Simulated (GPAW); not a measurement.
## Work function of 1T-GeBr2 monolayer at several levels

Wanted: work functions and dipole of 1T-GeBr2 monolayer, with the cost of each level. Where a layer proves gapped, the work function hangs on where the smearing puts the Fermi level, and the band edges take its place.

Program: GPAW 26.7.0. Level of theory: GPAW, PAW setups; layer in a repeated cell with vacuum, relaxation of atoms and in-plane cell, in the first sound run; inputs show where later runs differ. Results are calculated unless marked as measured.

## 1. Set-up

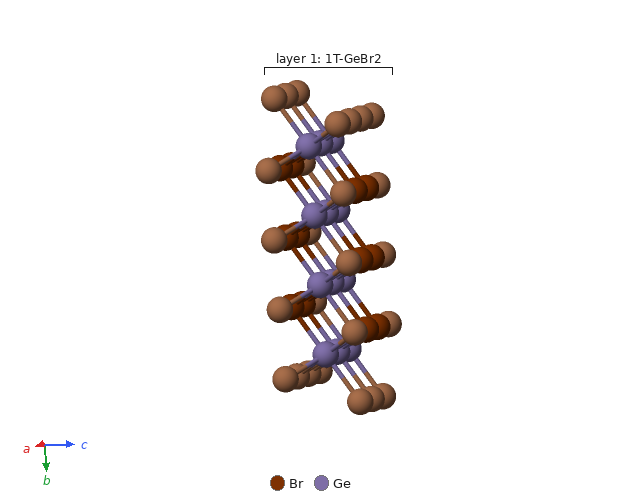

The cell as given, from the side, with the c axis across the page (bromine brown, germanium purple). 2×3×1 cells are drawn. Some periodic images of atoms are drawn too.

The cell holds 3 atoms: 2 Br and 1 Ge. Cell: a = 3.289 Å, b = 3.289 Å, c = 20.803 Å, α = 90.0°, β = 90.0°, γ = 120.0°. Vacuum lies along c.

## 2. Relaxing the atoms

The atoms are relaxed first, since the surface dipole, and with it the work function, follows the positions of the outer layers.

File run.py:

```python
import json
import numpy as np
from ase import Atoms
from ase.filters import FrechetCellFilter
from ase.optimize import BFGS
from gpaw import GPAW, PW

slab = Atoms(
    ['Br', 'Ge', 'Br'],
    positions=[
        [1.64437, 0.94938, 9.00000],
        [0.00000, 0.00000, 10.40155],
        [-0.00000, 1.89875, 11.80309]],
    cell=[[3.28874, 0.0, 0.0], [-1.64437, 2.84813, 0.0], [0.0, 0.0, 20.8031]],
    pbc=[True, True, True])

slab.calc = GPAW(mode=PW(600), xc='PBE', kpts={'size': (12, 12, 1), 'gamma': True},
                 occupations={'name': 'fermi-dirac', 'width': 0.05}, nbands='200%',
                 convergence={'density': 1e-05}, maxiter=200,
                 symmetry={'tolerance': 1e-3}, txt='slab.txt')
result = {}
# The in-plane cell is free; stress needs a cell that repeats along all three vectors
path = []
opt = BFGS(FrechetCellFilter(slab, mask=[1, 1, 0, 0, 0, 1]), maxstep=0.2)
opt.attach(lambda: path.append((slab.get_potential_energy(), slab.positions.tolist(), slab.get_forces().tolist())))
result['relaxed'] = bool(opt.run(fmax=0.02, steps=45))
result['path'] = path
result['cell'] = slab.cell.tolist()
print('in-plane lattice', slab.cell.cellpar().round(4)[[0, 1, 5]])
energy = slab.get_potential_energy()
fermi = slab.calc.get_fermi_level()
v = slab.calc.get_electrostatic_potential().mean((0, 1)) - fermi
n = slab.calc.get_pseudo_density().mean((0, 1))
L = slab.cell[2, 2]
z = np.arange(len(v)) * L / len(v)
low, high = slab.positions[:, 2].min(), slab.positions[:, 2].max()
below, above = np.interp([low - 6.8, high + 6.8], z, v)
slopes = [np.interp(x, z, np.gradient(v, z)) for x in (low - 6.8, high + 6.8)]
eps = np.array([[slab.calc.get_eigenvalues(k, s) for k in range(len(slab.calc.get_ibz_k_points()))]
                for s in range(slab.calc.get_number_of_spins())]) - fermi
top, bottom = eps[eps < 0].max(), eps[eps > 0].min()
dipole = slab.get_dipole_moment()[2]
print(f'energy {energy:.4f} eV, Fermi level {fermi:.4f} eV, dipole {dipole:.5f} e A')
print(f'potential 6.8 A off the faces, from the Fermi level: lower {below:.4f} eV, upper {above:.4f} eV')
print(f'slope of the potential there: lower {slopes[0]:.5f}, upper {slopes[1]:.5f} eV/A')
print(f'nearest levels on the mesh: {top:.4f} and {bottom:.4f} eV')
print('magnetic moment', round(slab.get_magnetic_moment(), 3))
result.update(energy=energy, fermi=fermi, dipole=dipole, below=below, above=above, slopes=slopes, edges=[top, bottom],
              z=z.tolist(), v=v.tolist(), n=n.tolist(), positions=slab.positions.tolist(),
              forces=slab.get_forces(apply_constraint=False).tolist(), moments=slab.get_magnetic_moments().tolist())
json.dump(result, open('result.json', 'w'))
```

Command:

```
OMP_NUM_THREADS=1 OPENBLAS_NUM_THREADS=1 python run.py
```

The log of the run:

```text
Step          Energy          fmax
BFGS:    0       -4.789425        7.176934
BFGS:    1       -6.886308        4.906815
BFGS:    2       -8.964874        1.889173
BFGS:    3       -9.345638        0.825980
BFGS:    4       -9.413169        0.371761
BFGS:    5       -9.423848        0.357753
BFGS:    6       -9.434824        0.407786
BFGS:    7       -9.456931        0.421203
BFGS:    8       -9.484519        0.334547
BFGS:    9       -9.505585        0.153959
BFGS:   10       -9.511093        0.043329
BFGS:   11       -9.511401        0.006773
in-plane lattice [  4.0669   4.0669 120.    ]
energy -9.5114 eV, Fermi level -2.9013 eV, dipole 0.00053 e A
potential 6.8 A off the faces, from the Fermi level: lower 5.4195 eV, upper 5.4197 eV
slope of the potential there: lower -0.00011, upper 0.00001 eV/A
nearest levels on the mesh: -1.1905 and 1.1576 eV
magnetic moment 0.0
```

Run time: 6.5 min. Hardware: 1 thread of AMD EPYC 7B13 (Zen 3), shared host; peak memory 0.53 GiB.

Numbers from this step:

- dipole along the normal: 5.35e-4 e·Å
- levels nearest the Fermi level on the mesh: -1.191, 1.158 eV from the Fermi level

The electrostatic potential energy of an electron (without an applied field's), less the Fermi level, planar mean by z:

| z (Å) | electrostatic potential energy of an electron (without an applied field's), less the Fermi level, planar mean (eV) |
| --- | --- |
| 0 | 5.42 |
| 2 | 5.42 |
| 4 | 5.42 |
| 6 | 5.41 |
| 8 | 2.28 |
| 10 | -5.22 |
| 12 | -9.93 |
| 14 | 5.35 |
| 16 | 5.42 |
| 18 | 5.42 |
| 20 | 5.42 |

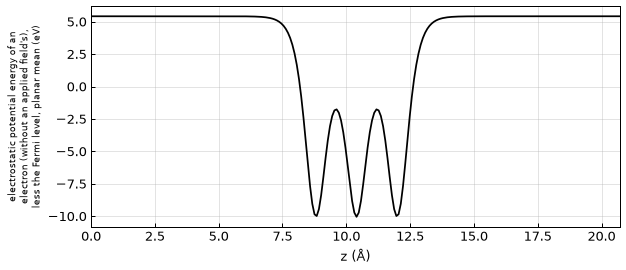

Electrostatic potential energy of an electron (without an applied field's), less the Fermi level, planar mean, plotted against z.

Pseudo valence density, planar mean against z:

| z (Å) | pseudo valence density, planar mean (e/Å³) |
| --- | --- |
| 4 | 8.0e-7 |
| 6 | 3.2e-4 |
| 8 | 0.154 |
| 10 | 0.209 |
| 12 | 0.273 |
| 14 | 0.00400 |
| 16 | 7.2e-6 |

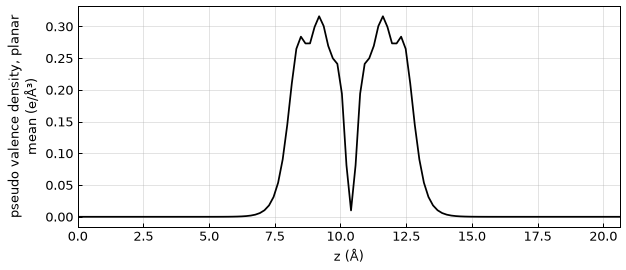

Pseudo valence density, planar mean against z.

The relaxation lowered the energy of the cell by 4.72 eV (energies extrapolated to zero smearing; the optimiser's log prints free energies). The largest force left on a free atom is 0.0017 eV/Å.

## 3. The slab's potential

The work function is the vacuum plateau of the electrostatic potential less the Fermi level; a dipole layer lets the two faces have plateaus of their own.

This step: GPAW, PAW setups; slab in vacuum (GPAW 26.7.0).

The cell differs from the one that the last finished run ended in (c 20.803 → 21.209 Å).

Edit run.py of step 2 so:

```diff
@@ -3,4 +3,2 @@
 from ase import Atoms
-from ase.filters import FrechetCellFilter
-from ase.optimize import BFGS
 from gpaw import GPAW, PW
@@ -10,21 +8,14 @@
     positions=[
-        [1.64437, 0.94938, 9.00000],
-        [0.00000, 0.00000, 10.40155],
-        [-0.00000, 1.89875, 11.80309]],
-    cell=[[3.28874, 0.0, 0.0], [-1.64437, 2.84813, 0.0], [0.0, 0.0, 20.8031]],
-    pbc=[True, True, True])
+        [2.03345, 1.17402, 9.00000],
+        [-0.00000, -0.00000, 10.60433],
+        [-0.00000, 2.34802, 12.20865]],
+    cell=[[4.0669, -0.0, 0.0], [-2.03345, 3.52203, 0.0], [0.0, 0.0, 21.2086]],
+    pbc=[True, True, False])
 
-slab.calc = GPAW(mode=PW(600), xc='PBE', kpts={'size': (12, 12, 1), 'gamma': True},
+slab.calc = GPAW(mode=PW(400), xc='PBE', kpts={'size': (12, 12, 1), 'gamma': True},
                  occupations={'name': 'fermi-dirac', 'width': 0.05}, nbands='200%',
                  convergence={'density': 1e-05}, maxiter=200,
+                 poissonsolver={'dipolelayer': 'xy'},
                  symmetry={'tolerance': 1e-3}, txt='slab.txt')
 result = {}
-# The in-plane cell is free; stress needs a cell that repeats along all three vectors
-path = []
-opt = BFGS(FrechetCellFilter(slab, mask=[1, 1, 0, 0, 0, 1]), maxstep=0.2)
-opt.attach(lambda: path.append((slab.get_potential_energy(), slab.positions.tolist(), slab.get_forces().tolist())))
-result['relaxed'] = bool(opt.run(fmax=0.02, steps=45))
-result['path'] = path
-result['cell'] = slab.cell.tolist()
-print('in-plane lattice', slab.cell.cellpar().round(4)[[0, 1, 5]])
 energy = slab.get_potential_energy()
```

The log of the run:

```text
energy -9.5033 eV, Fermi level -2.7220 eV, dipole 0.00122 e A
potential 6.8 A off the faces, from the Fermi level: lower 5.1960 eV, upper 5.1885 eV
slope of the potential there: lower -0.00007, upper 0.00007 eV/A
nearest levels on the mesh: -1.4176 and 0.9304 eV
magnetic moment 0.0
```

Run time: 17 s. Hardware: 1 thread; peak memory 0.23 GiB.

Numbers from this step:

```
dipole along the normal                    : 0.001222 e·Å
levels nearest the Fermi level on the mesh : -1.418, 0.9304 eV from the Fermi level
upper work function                        : 5.188 eV
lower work function                        : 5.196 eV
upper ionisation energy                    : 6.606 eV
```

Table of electrostatic potential energy of an electron (without an applied field's), less the Fermi level, planar mean by z:

| z (Å) | electrostatic potential energy of an electron (without an applied field's), less the Fermi level, planar mean (eV) |
| --- | --- |
| 0 | 5.19 |
| 2 | 5.20 |
| 4 | 5.20 |
| 6 | 5.19 |
| 8 | 3.54 |
| 10 | -2.92 |
| 12 | -8.72 |
| 14 | 5.05 |
| 16 | 5.19 |
| 18 | 5.19 |
| 20 | 5.19 |

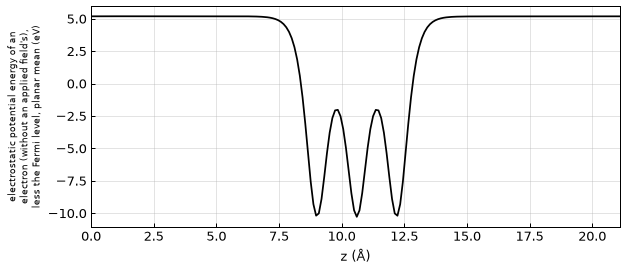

Electrostatic potential energy of an electron (without an applied field's), less the Fermi level, planar mean against z.

Pseudo valence density, planar mean against z:

| z (Å) | pseudo valence density, planar mean (e/Å³) |
| --- | --- |
| 5 | 7.7e-6 |
| 6 | 1.7e-4 |
| 7 | 0.00403 |
| 8 | 0.0899 |
| 9 | 0.276 |
| 10 | 0.243 |
| 11 | 0.207 |
| 12 | 0.297 |
| 13 | 0.157 |
| 14 | 0.00785 |
| 15 | 3.3e-4 |
| 16 | 1.3e-5 |

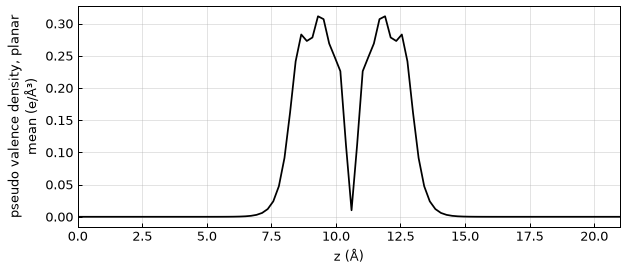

Pseudo valence density, planar mean against z.

The layer is gapped, so the Fermi level lies somewhere inside the gap, set by smearing and numerics, and these work functions are no property of the material; the band edges below the vacuum level are. The potential is flat to 6.8e-5 eV/Å where it is read, so the vacuum is wide enough.

## 4. Self-consistent run: xc = "vdW-DF2"

The same geometry under vdW-DF2, to see how far the functional moves the levels against the vacuum (the van der Waals functionals take revPBE setups).

Edit run.py of step 3 so:

```diff
@@ -14,3 +14,3 @@
 
-slab.calc = GPAW(mode=PW(400), xc='PBE', kpts={'size': (12, 12, 1), 'gamma': True},
+slab.calc = GPAW(mode=PW(400), xc='vdW-DF2', kpts={'size': (12, 12, 1), 'gamma': True},
                  occupations={'name': 'fermi-dirac', 'width': 0.05}, nbands='200%',
```

The log of the run:

```text
energy -208.4501 eV, Fermi level -3.0572 eV, dipole 0.00122 e A
potential 6.8 A off the faces, from the Fermi level: lower 5.6183 eV, upper 5.6108 eV
slope of the potential there: lower -0.00007, upper 0.00007 eV/A
nearest levels on the mesh: -1.4208 and 0.9761 eV
magnetic moment 0.0
```

It took 28 s on 1 thread; peak memory 0.43 GiB.

This step gave:

```
dipole along the normal                    : 0.001220 e·Å
levels nearest the Fermi level on the mesh : -1.421, 0.9761 eV from the Fermi level
upper work function                        : 5.611 eV
lower work function                        : 5.618 eV
upper ionisation energy                    : 7.032 eV
```

Table of electrostatic potential energy of an electron (without an applied field's), less the Fermi level, planar mean by z:

| z (Å) | electrostatic potential energy of an electron (without an applied field's), less the Fermi level, planar mean (eV) |
| --- | --- |
| 0 | 5.61 |
| 2 | 5.62 |
| 4 | 5.62 |
| 6 | 5.61 |
| 8 | 3.83 |
| 10 | -2.94 |
| 12 | -8.63 |
| 14 | 5.45 |
| 16 | 5.61 |
| 18 | 5.61 |
| 20 | 5.61 |

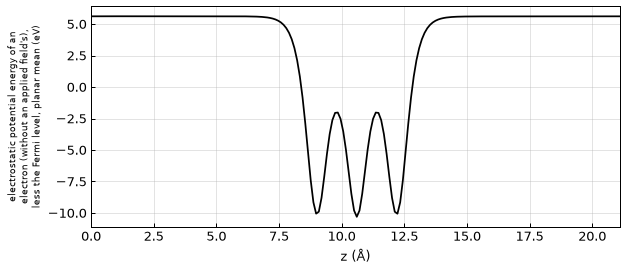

Electrostatic potential energy of an electron (without an applied field's), less the Fermi level, planar mean against z.

Pseudo valence density, planar mean against z:

| z (Å) | pseudo valence density, planar mean (e/Å³) |
| --- | --- |
| 5 | 1.4e-5 |
| 6 | 2.1e-4 |
| 7 | 0.00454 |
| 8 | 0.0900 |
| 9 | 0.276 |
| 10 | 0.242 |
| 11 | 0.206 |
| 12 | 0.297 |
| 13 | 0.156 |
| 14 | 0.00858 |
| 15 | 4.0e-4 |
| 16 | 2.2e-5 |

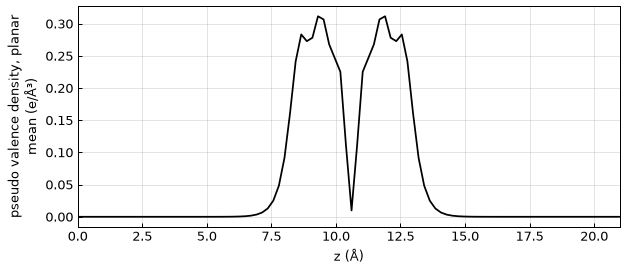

Pseudo valence density, planar mean against z.

Force by atom:

| atom | x (eV/Å) | y (eV/Å) | z (eV/Å) | size |
| --- | --- | --- | --- | --- |
| Br1 | 0.000 | 0.000 | -0.537 | 0.537 |
| Ge2 | 0.000 | 0.000 | 0.000 | 0.000 |
| Br3 | 0.000 | 0.000 | 0.537 | 0.537 |

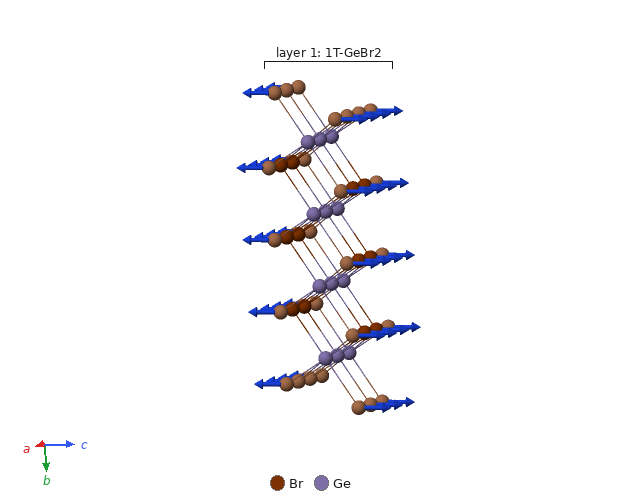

Force as arrows, the longest 0.537 eV/Å. 2×3×1 cells are drawn. Some periodic images of atoms are drawn too.

The highest filled level lies 1.42 eV under the Fermi level, so the ionisation energy from the upper face is 5.611 + 1.42 = 7.032 eV, against 6.606 eV in the base run.

## 5. Self-consistent run: xc = "revPBE"

The same geometry under revPBE, to see how far the functional moves the levels against the vacuum.

Edit run.py of step 4 so:

```diff
@@ -14,3 +14,3 @@
 
-slab.calc = GPAW(mode=PW(400), xc='vdW-DF2', kpts={'size': (12, 12, 1), 'gamma': True},
+slab.calc = GPAW(mode=PW(400), xc='revPBE', kpts={'size': (12, 12, 1), 'gamma': True},
                  occupations={'name': 'fermi-dirac', 'width': 0.05}, nbands='200%',
```

The log of the run:

```text
energy -8.8129 eV, Fermi level -2.5690 eV, dipole 0.00122 e A
potential 6.8 A off the faces, from the Fermi level: lower 5.0411 eV, upper 5.0336 eV
slope of the potential there: lower -0.00007, upper 0.00007 eV/A
nearest levels on the mesh: -1.4781 and 0.9391 eV
magnetic moment 0.0
```

The job ended after 17 s (1 thread; peak memory 0.23 GiB).

Numbers from this step:

```yaml
levels_nearest_the_fermi_level_on_the_mesh: -1.478, 0.9391 eV from the Fermi level
upper_work_function: 5.034 eV
lower_work_function: 5.041 eV
upper_ionisation_energy: 6.512 eV
```

Electrostatic potential energy of an electron (without an applied field's), less the Fermi level, planar mean against z:

| z (Å) | electrostatic potential energy of an electron (without an applied field's), less the Fermi level, planar mean (eV) |
| --- | --- |
| 0 | 5.04 |
| 2 | 5.04 |
| 4 | 5.04 |
| 6 | 5.04 |
| 8 | 3.39 |
| 10 | -3.08 |
| 12 | -8.86 |
| 14 | 4.90 |
| 16 | 5.03 |
| 18 | 5.03 |
| 20 | 5.03 |

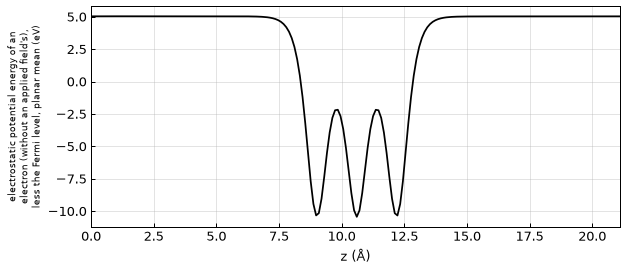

Electrostatic potential energy of an electron (without an applied field's), less the Fermi level, planar mean, plotted against z.

The highest filled level lies 1.48 eV under the Fermi level, so the ionisation energy from the upper face is 5.034 + 1.48 = 6.512 eV, against 6.606 eV in the base run.

## 6. OptPBE vdW: xc = "optPBE-vdW"

The same geometry under optPBE-vdW, to see how far the functional moves the levels against the vacuum (the van der Waals functionals take revPBE setups).

Edit run.py of step 5 so:

```diff
@@ -14,3 +14,3 @@
 
-slab.calc = GPAW(mode=PW(400), xc='revPBE', kpts={'size': (12, 12, 1), 'gamma': True},
+slab.calc = GPAW(mode=PW(400), xc='optPBE-vdW', kpts={'size': (12, 12, 1), 'gamma': True},
                  occupations={'name': 'fermi-dirac', 'width': 0.05}, nbands='200%',
```

The log of the run:

```text
energy -44.8267 eV, Fermi level -2.8381 eV, dipole 0.00122 e A
potential 6.8 A off the faces, from the Fermi level: lower 5.3555 eV, upper 5.3480 eV
slope of the potential there: lower -0.00007, upper 0.00007 eV/A
nearest levels on the mesh: -1.4842 and 0.9246 eV
magnetic moment 0.0
```

It took 28 s on 1 thread; peak memory 0.43 GiB.

This step gave:

| Item | Value |
| --- | --- |
| levels nearest the Fermi level on the mesh | -1.484, 0.9246 eV from the Fermi level |
| upper work function | 5.348 eV |
| lower work function | 5.356 eV |
| upper ionisation energy | 6.832 eV |

Electrostatic potential energy of an electron (without an applied field's), less the Fermi level, planar mean against z:

| z (Å) | electrostatic potential energy of an electron (without an applied field's), less the Fermi level, planar mean (eV) |
| --- | --- |
| 0 | 5.35 |
| 2 | 5.36 |
| 4 | 5.36 |
| 6 | 5.35 |
| 8 | 3.63 |
| 10 | -2.97 |
| 12 | -8.72 |
| 14 | 5.19 |
| 16 | 5.35 |
| 18 | 5.35 |
| 20 | 5.35 |

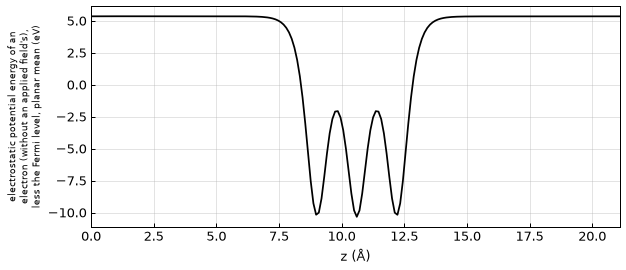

Electrostatic potential energy of an electron (without an applied field's), less the Fermi level, planar mean against z.

The highest filled level lies 1.48 eV under the Fermi level, so the ionisation energy from the upper face is 5.348 + 1.48 = 6.832 eV, against 6.606 eV in the base run.

## 7. Self-consistent run: xc = "LDA"

The same geometry under LDA, to see how far the functional moves the levels against the vacuum.

Edit run.py of step 6 so:

```diff
@@ -14,3 +14,3 @@
 
-slab.calc = GPAW(mode=PW(400), xc='optPBE-vdW', kpts={'size': (12, 12, 1), 'gamma': True},
+slab.calc = GPAW(mode=PW(400), xc='LDA', kpts={'size': (12, 12, 1), 'gamma': True},
                  occupations={'name': 'fermi-dirac', 'width': 0.05}, nbands='200%',
```

The log of the run:

```text
energy -10.8867 eV, Fermi level -3.1220 eV, dipole 0.00123 e A
potential 6.8 A off the faces, from the Fermi level: lower 5.5791 eV, upper 5.5716 eV
slope of the potential there: lower -0.00007, upper 0.00007 eV/A
nearest levels on the mesh: -1.2836 and 0.9265 eV
magnetic moment 0.0
```

The job ended after 16 s (1 thread; peak memory 0.22 GiB).

Numbers from this step:

* dipole along the normal: 0.001230 e·Å
* levels nearest the Fermi level on the mesh: -1.284, 0.9265 eV from the Fermi level
* upper work function: 5.572 eV
* lower work function: 5.579 eV
* upper ionisation energy: 6.855 eV

The highest filled level lies 1.28 eV under the Fermi level, so the ionisation energy from the upper face is 5.572 + 1.28 = 6.855 eV, against 6.606 eV in the base run.

## 8. Self-consistent run: xc = "RPBE"

The same geometry under RPBE, to see how far the functional moves the levels against the vacuum.

Edit run.py of step 7 so:

```diff
@@ -14,3 +14,3 @@
 
-slab.calc = GPAW(mode=PW(400), xc='LDA', kpts={'size': (12, 12, 1), 'gamma': True},
+slab.calc = GPAW(mode=PW(400), xc='RPBE', kpts={'size': (12, 12, 1), 'gamma': True},
                  occupations={'name': 'fermi-dirac', 'width': 0.05}, nbands='200%',
```

The log of the run:

```text
energy -8.7538 eV, Fermi level -2.5597 eV, dipole 0.00122 e A
potential 6.8 A off the faces, from the Fermi level: lower 5.0408 eV, upper 5.0333 eV
slope of the potential there: lower -0.00007, upper 0.00007 eV/A
nearest levels on the mesh: -1.4810 and 0.9527 eV
magnetic moment 0.0
```

Wall time 18 s (1 thread); peak memory 0.23 GiB.

Numbers from this step:

```yaml
dipole_along_the_normal: 0.001219 e·Å
levels_nearest_the_fermi_level_on_the_mesh: -1.481, 0.9527 eV from the Fermi level
upper_work_function: 5.033 eV
lower_work_function: 5.041 eV
upper_ionisation_energy: 6.514 eV
```

The electrostatic potential energy of an electron (without an applied field's), less the Fermi level, planar mean by z:

| z (Å) | electrostatic potential energy of an electron (without an applied field's), less the Fermi level, planar mean (eV) |
| --- | --- |
| 0 | 5.04 |
| 2 | 5.04 |
| 4 | 5.04 |
| 6 | 5.04 |
| 8 | 3.38 |
| 10 | -3.12 |
| 12 | -8.90 |
| 14 | 4.89 |
| 16 | 5.03 |
| 18 | 5.03 |
| 20 | 5.03 |

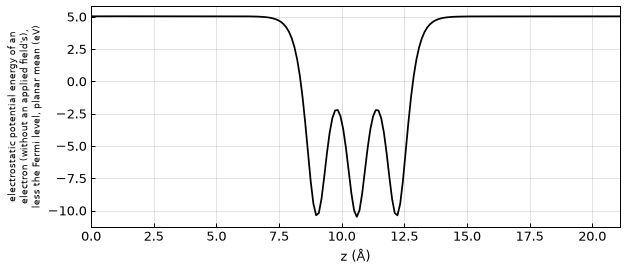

Electrostatic potential energy of an electron (without an applied field's), less the Fermi level, planar mean against z.

The highest filled level lies 1.48 eV under the Fermi level, so the ionisation energy from the upper face is 5.033 + 1.48 = 6.514 eV, against 6.606 eV in the base run.

(Part 1 of 2 ends here.)

[Logs are printed without paths, hosts, clocks, repeated set-up lines and the standing remarks that a program may print on its own settings, such as how far it seeks lower states.]

[Hosts, paths, dates, database ids (printed as entryN), source tags and the programs' standing remarks are cut or masked in the printed files.]
